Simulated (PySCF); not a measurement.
# CH3F (SMILES CF): CCSDT/STO-6G

What is the vertical ionisation energy of CH3F at CCSDT/STO-6G? Input form: a Python script.

The results are computed with PySCF 2.14.0.

8 further runs of the same task are left out: 1 that didn't finish, 7 set aside as unsound or not needed.

### Step 1. The structure to begin with

CH3F has 5 atoms, charge 0, and is taken as a singlet. As SMILES, `CF`. Geometry: relaxed at PBE0-D4/def2-TZVP.

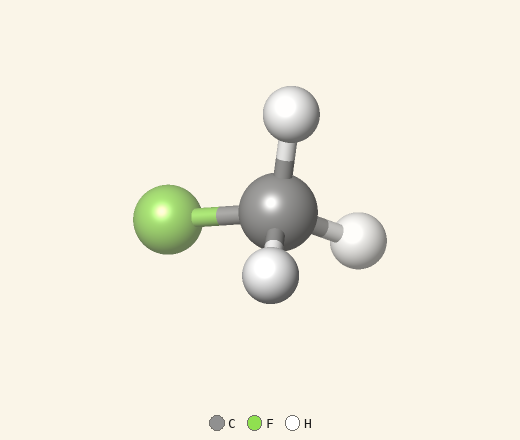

Viewed from a chosen angle; carbon grey, fluorine green, hydrogen white.

### Step 2. The energy at CCSDT/STO-6G

The input, input.py:

```python
# CF
from pyscf import gto, cc

system = gto.M(
    atom='''
C     -0.095809     0.062172     0.014740
F      2.067549    -1.342650    -0.318608
H     -1.736091    -1.184669    -0.109604
H     -0.198043     1.504222    -1.458869
H     -0.037417     0.960926     1.872152
''',
    verbose=4,
    unit='bohr',
    max_memory=1860,
    spin=0,
    basis='sto-6g',
)

myscf = system.RHF()
myscf.conv_tol = 1e-10
myscf.kernel()
if not myscf.converged:
    myscf = myscf.newton().run(myscf.mo_coeff, myscf.mo_occ)

mycc = cc.CCSDT(myscf, frozen=2)
mycc.kernel()
e_tot = mycc.e_tot
print('Final energy', e_tot)
```

On the command line:

```console
OMP_NUM_THREADS=1 python input.py
```

The log of the run:

```text
PySCF version 2.14.0

[... 55 lines left out ...]
converged SCF energy = -138.473140116766
[... 16 lines left out ...]
WARN: A large `blksize` is being used, which may cause large memory consumption
[... 13 lines left out ...]
Init t2, MP2 energy = -138.541646030288  E_corr(MP2) -0.068505913522
[... 12 lines left out ...]
RCCSDT converged
[... 3 lines left out ...]
Final energy -138.56858937435643
```

Run time: 1 s. Hardware: 1 thread of Arm Neoverse V1, shared host; peak memory 0.12 GiB.

### Step 3. The doublet cation

The input, job.py:

```python
from pyscf import gto, scf, cc

mol = gto.Mole()
mol.atom = [
    ('C', (-0.050700, 0.032900, 0.007800)),
    ('F', (1.094100, -0.710500, -0.168600)),
    ('H', (-0.918700, -0.626900, -0.058000)),
    ('H', (-0.104800, 0.796000, -0.772000)),
    ('H', (-0.019800, 0.508500, 0.990700)),
]
mol.basis = 'sto-6g'
mol.max_memory = 1860
mol.charge = 1
mol.spin = 1
mol.verbose = 4
mol.build()

myscf = scf.UHF(mol)
myscf.conv_tol = 1e-10
myscf.kernel()
if not myscf.converged:
    myscf = myscf.newton().run(myscf.mo_coeff, myscf.mo_occ)

mycc = cc.CCSDT(myscf, frozen=2)
mycc.kernel()
etot = mycc.e_tot
print('E(%s) = %.9f' % ('CCSDT', etot))
```

On the command line:

```console
OMP_NUM_THREADS=1 python job.py
```

The log of the run:

```text
PySCF version 2.14.0

[... 39 lines left out ...]
WARN: beta  nocc = 8  HOMO -0.379201868044851 >= LUMO -0.379172252846004
[... 62 lines left out ...]
converged SCF energy = -138.1288939112  <S^2> = 0.75376868  2S+1 = 2.0037651
[... 17 lines left out ...]
WARN: A large `blksize_v_aaa` is being used, which may cause large memory consumption
[... 3 lines left out ...]
WARN: A large `blksize_v_aab` is being used, which may cause large memory consumption
[... 10 lines left out ...]
Init t2, MP2 energy = -0.0601988588465951
[... 17 lines left out ...]
UCCSDT converged
[... 3 lines left out ...]
E(CCSDT) = -138.217532070
```

It took 1.4 s on 1 thread of Arm Neoverse V1, shared host; peak memory 0.1 GiB.

### Step 4. Results

At CCSDT/STO-6G, 2 core orbitals frozen:

| quantity | value |
| --- | --- |
| singlet CH3F: total energy | -138.56859 Eh |
| singlet CH3F: dipole moment (Hartree–Fock density) | 1.23 D |
| singlet CH3F: HOMO energy (Hartree–Fock orbitals) | -11.52 eV |
| singlet CH3F: LUMO energy (Hartree–Fock orbitals) | 15.89 eV |
| singlet CH3F: HOMO–LUMO gap (Hartree–Fock orbitals) | 27.41 eV |
| singlet CH3F: correlation energy (2 core orbitals frozen) | -95.4 mEh |
| singlet CH3F: T1 diagnostic | 0.006 |
| doublet cation: total energy | -138.21753 Eh |
| doublet cation: HOMO energy (Hartree–Fock orbitals) (highest over α and β) | -23.30 eV |
| doublet cation: LUMO energy (Hartree–Fock orbitals) (lowest over α and β) | -6.94 eV |
| doublet cation: correlation energy (2 core orbitals frozen) | -88.6 mEh |
| doublet cation: ⟨S²⟩ of the reference determinant | 0.754 |
| doublet cation: T1 diagnostic | 0.026 |
| vertical ionisation energy (to the doublet cation) | 9.553 eV |

**Reading.** The vertical ionisation energy comes to 9.55 eV (220 kcal/mol). In a minimal basis such a difference can be off by several eV, whatever the method. Mulliken charges (singlet CH3F) of the mean-field density run from -0.16 on F2 to +0.07 on H3; they depend strongly on the basis.
